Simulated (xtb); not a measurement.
**HfNH3OF2: molecular dynamics (part 4 of 4)**

HfNH3OF2; GFN1-xTB, ALPB solvent toluene (xtb 6.7.1). The geometry comes from this level: GFN2-xTB.

Geometry of the input (Å):
```
N  -0.8774  0.1855  -1.3340
Hf 0.2992  0.2218  0.2786
O  0.2833  -1.3382  1.2938
F  2.1726  0.3766  0.2052
F  -0.2113  1.7668  1.1887
H  -1.2988  -0.6296  -1.7789
H  -1.5581  0.9452  -1.4173
H  1.1906  -1.5281  1.5640
```

Trajectory as extended XYZ, continued
```
8
Properties=species:S:1:pos:R:3 step=14 energy=-575.02748
N    -0.9371    0.1686   -1.1582
Hf    0.3287    0.2890    0.3538
O     0.4992   -1.3138    1.2609
F     1.9516    0.7835   -0.2980
F    -0.2304    1.7167    1.3351
H    -1.2873   -0.6574   -1.6354
H    -1.2099    0.9867   -1.6957
H     0.8852   -1.9732    1.8374
8
Properties=species:S:1:pos:R:3 step=16 energy=-575.03092
N    -0.9092    0.1741   -1.1596
Hf    0.3530    0.3019    0.3550
O     0.5286   -1.3078    1.2416
F     1.9448    0.8752   -0.3233
F    -0.2174    1.6981    1.3781
H    -1.3478   -0.6657   -1.5484
H    -1.1554    0.9510   -1.7706
H     0.8033   -2.0268    1.8271
8
Properties=species:S:1:pos:R:3 step=17 energy=-575.03324
N    -0.9099    0.1727   -1.1644
Hf    0.3465    0.2934    0.3555
O     0.5116   -1.3124    1.2533
F     1.9412    0.8616   -0.3263
F    -0.2046    1.6920    1.3829
H    -1.3334   -0.6552   -1.5709
H    -1.1758    0.9516   -1.7644
H     0.8243   -2.0037    1.8342
8
Properties=species:S:1:pos:R:3 step=19 energy=-575.03530
N    -0.8984    0.1730   -1.1708
Hf    0.3592    0.2992    0.3478
O     0.5179   -1.3132    1.2361
F     1.9477    0.8868   -0.3215
F    -0.2097    1.6810    1.3886
H    -1.3620   -0.6608   -1.5300
H    -1.1545    0.9457   -1.7801
H     0.7999   -2.0117    1.8299
8
Properties=species:S:1:pos:R:3 step=0 time_fs=0.0 energy=-575.03580
N    -0.8956    0.1719   -1.1723
Hf    0.3649    0.2996    0.3439
O     0.5188   -1.3141    1.2312
F     1.9483    0.8988   -0.3222
F    -0.2054    1.6731    1.3939
H    -1.3706   -0.6577   -1.5192
H    -1.1505    0.9403   -1.7883
H     0.7901   -2.0120    1.8330
8
Properties=species:S:1:pos:R:3 step=2 time_fs=20.0 energy=-574.45540
N    -0.8585    0.1694   -1.1977
Hf    0.3710    0.3230    0.3721
O     0.4627   -1.3988    1.1262
F     1.9252    0.7784   -0.4078
F    -0.2895    1.6432    1.3373
H    -1.0723   -0.7809   -1.1527
H    -1.2085    0.7444   -1.9113
H     1.3428   -1.5544    1.2415
8
Properties=species:S:1:pos:R:3 step=3 time_fs=30.0 energy=-574.26740
N    -0.8076    0.1466   -1.1495
Hf    0.3715    0.3285    0.3768
O     0.4741   -1.4092    1.0702
F     1.9428    0.7185   -0.4438
F    -0.3533    1.6890    1.3645
H    -1.1461   -0.7089   -1.3519
H    -1.2566    0.5181   -1.9444
H     1.3513   -1.6331    1.0377
8
Properties=species:S:1:pos:R:3 step=5 time_fs=50.0 energy=-574.40717
N    -0.8199    0.0392   -1.1289
Hf    0.3691    0.3460    0.3849
O     0.5704   -1.3951    0.9666
F     1.9829    0.6023   -0.4709
F    -0.4338    1.7335    1.4035
H    -1.1267   -0.6795   -1.6350
H    -1.0005    0.6842   -1.8566
H     0.9005   -2.3126    0.9201
8
Properties=species:S:1:pos:R:3 step=7 time_fs=70.0 energy=-574.43370
N    -0.8988    0.0123   -1.1547
Hf    0.3662    0.3631    0.3921
O     0.6812   -1.4100    0.9273
F     1.9712    0.5418   -0.4429
F    -0.4126    1.6631    1.3583
H    -0.8261   -0.7640   -1.6944
H    -0.8204    0.7690   -1.8151
H     0.0980   -2.2742    0.9846
8
Properties=species:S:1:pos:R:3 step=9 time_fs=90.0 energy=-574.27492
N    -0.8644    0.0700   -1.1118
Hf    0.3656    0.3529    0.3820
O     0.6732   -1.3824    0.9445
F     1.9551    0.5772   -0.4152
F    -0.3936    1.6442    1.3512
H    -0.4836   -0.7177   -1.3954
H    -1.2494    0.6707   -1.7862
H    -0.1333   -1.9620    1.1746
8
Properties=species:S:1:pos:R:3 step=10 time_fs=100.0 energy=-574.21120
N    -0.8465    0.0863   -1.0835
Hf    0.3681    0.3440    0.3731
O     0.6202   -1.3812    0.9861
F     1.9717    0.6293   -0.4140
F    -0.3972    1.6708    1.3824
H    -0.5608   -0.5950   -1.6062
H    -1.3849    0.4915   -1.7995
H    -0.0030   -2.0568    1.3155
8
Properties=species:S:1:pos:R:3 step=12 time_fs=120.0 energy=-574.28829
N    -0.8767    0.0812   -1.1853
Hf    0.3762    0.3313    0.3625
O     0.4735   -1.4011    1.1289
F     2.0107    0.7725   -0.4053
F    -0.3564    1.6720    1.4147
H    -0.9794   -0.5219   -1.8700
H    -1.7357    0.5029   -1.4273
H     0.5742   -2.2236    1.4659
8
Properties=species:S:1:pos:R:3 step=14 time_fs=140.0 energy=-574.58157
N    -0.8776    0.1502   -1.2096
Hf    0.3804    0.3083    0.3456
O     0.3525   -1.3105    1.2568
F     1.9683    0.9084   -0.3377
F    -0.2657    1.6066    1.3879
H    -1.1268   -0.4822   -1.8350
H    -1.7978    0.4784   -0.9261
H     1.0717   -1.8975    1.4707
8
Properties=species:S:1:pos:R:3 step=16 time_fs=160.0 energy=-574.37522
N    -0.8973    0.2605   -1.1289
Hf    0.3830    0.2811    0.3145
O     0.3325   -1.2309    1.3659
F     1.9142    1.0051   -0.2448
F    -0.2196    1.6048    1.4029
H    -0.8238   -0.4894   -1.6633
H    -1.8152    0.6110   -0.8746
H     1.0536   -1.7770    1.8658
8
Properties=species:S:1:pos:R:3 step=17 time_fs=170.0 energy=-574.40183
N    -0.9373    0.3136   -1.1246
Hf    0.3840    0.2716    0.3048
O     0.3656   -1.2308    1.4182
F     1.9315    1.0499   -0.2170
F    -0.2116    1.6166    1.4176
H    -1.0360   -0.4717   -1.6609
H    -1.9197    0.5013   -1.1867
H     0.7393   -1.8190    2.1958
8
Properties=species:S:1:pos:R:3 step=19 time_fs=190.0 energy=-574.43962
N    -1.0496    0.3154   -1.1607
Hf    0.3809    0.2615    0.3034
O     0.4675   -1.2126    1.4753
F     1.9845    1.1045   -0.1879
F    -0.1900    1.5961    1.4106
H    -1.2150   -0.2727   -1.9552
H    -1.8141    0.8687   -1.4891
H    -0.0986   -1.5482    2.2108
```

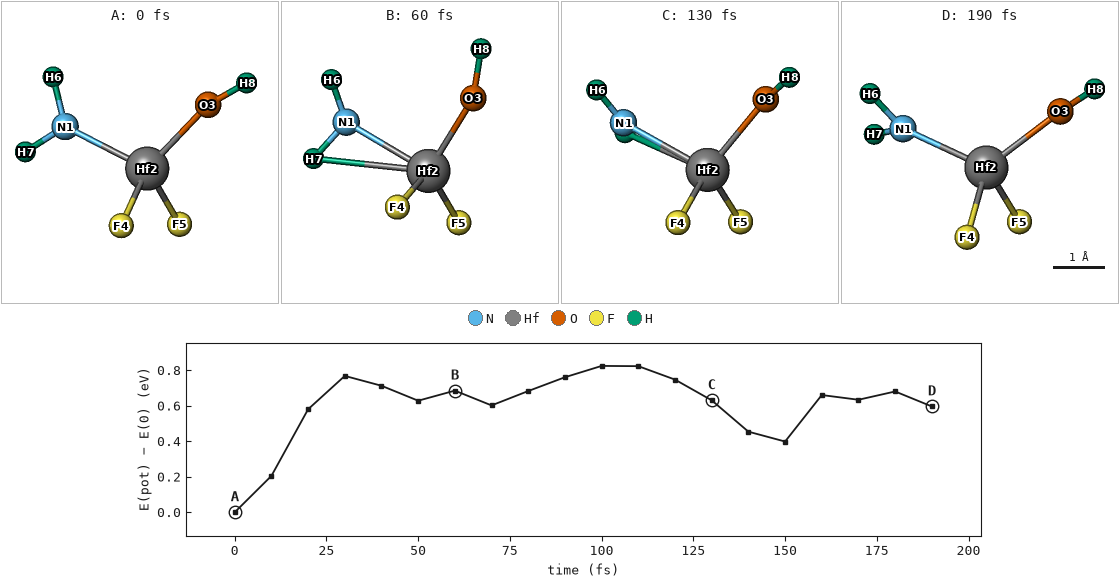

**Figure 1.** Frames of the molecular dynamics (ball-and-stick, seen at a tilt) above the curves, on which the letters mark them. The trajectory kept here has 20 frames over 190 fs. The potential energy ends 0.596 eV above its first value. After an unweighted best fit of the last frame on the first, the root-mean-square displacement is 0.45 Å, and H7 has moved furthest (0.72 Å).

Results in brief

- outcome: finished
- trajectory: 20 frames kept, 190 fs
- electrons treated: 32
- potential energy (a single point apart from the frames shown): −21.132176 hartree
- dispersion energy (a single point apart from the frames shown): −0.001817 hartree
- solvation energy (a single point apart from the frames shown): −0.014483 hartree
- basis functions (a single point apart from the frames shown): 32
- wall time: 1.1 s
- peak memory: 0.076 GiB

Notes

So short a trajectory is not equilibrated.
